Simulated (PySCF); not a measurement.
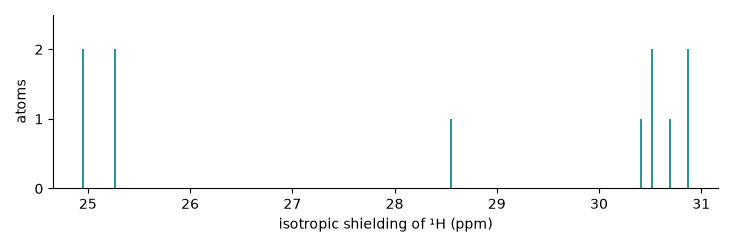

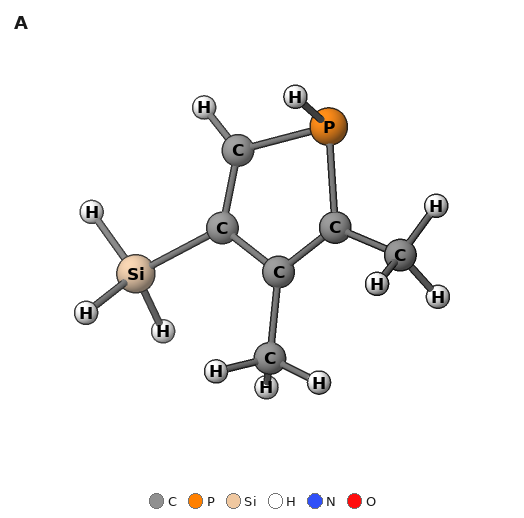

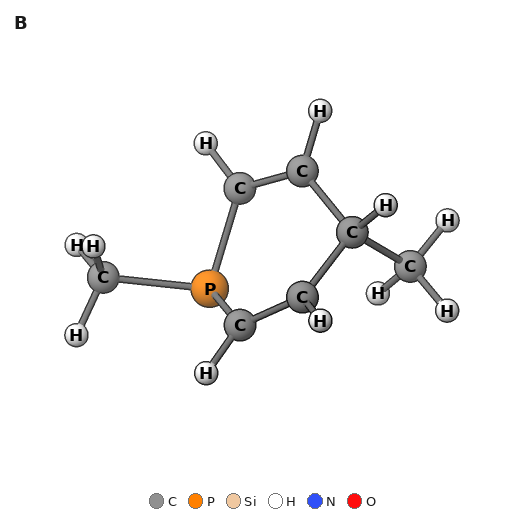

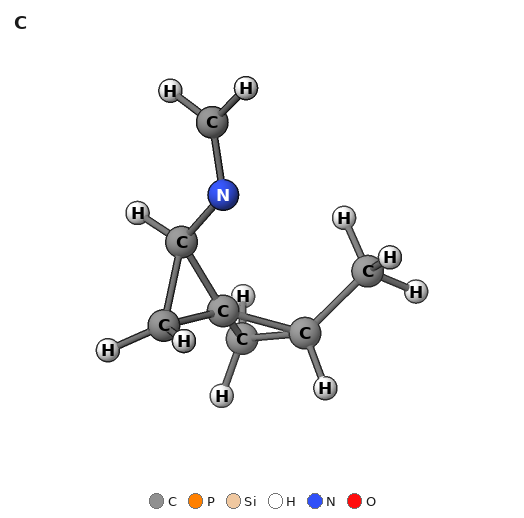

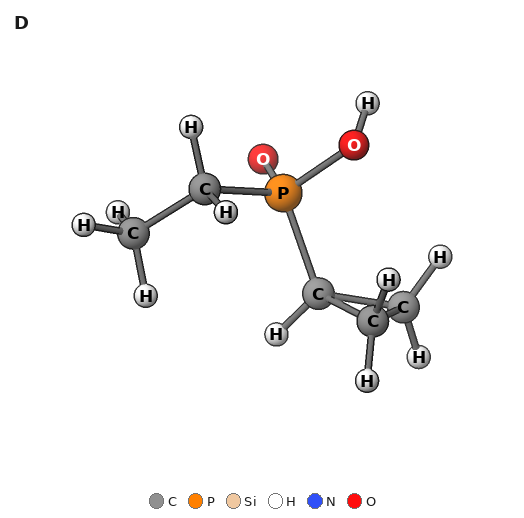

The sticks are computed shieldings of one of the molecules, for one fixed geometry (GFN2-xTB) without averaging over rotations. Low shielding means a high chemical shift. Method: GIAO PBE0/pcSseg-1 NMR shielding, non-relativistic, gas phase (PySCF 2.14.0).

### Match the spectrum to a structure.

B, `CC1C=CP(C)C=C1`. Its 11 H atoms give lines at 24.96 (2 atoms), 25.27 (2 atoms), 28.55, 30.41, 30.52 (2 atoms), 30.70, 30.87 (2 atoms) ppm.

The geometry is semi-empirical. Around P, Si such bond lengths and angles can be off by a tenth of an ångström or more and by several degrees, and values that hang on the shape move with them.
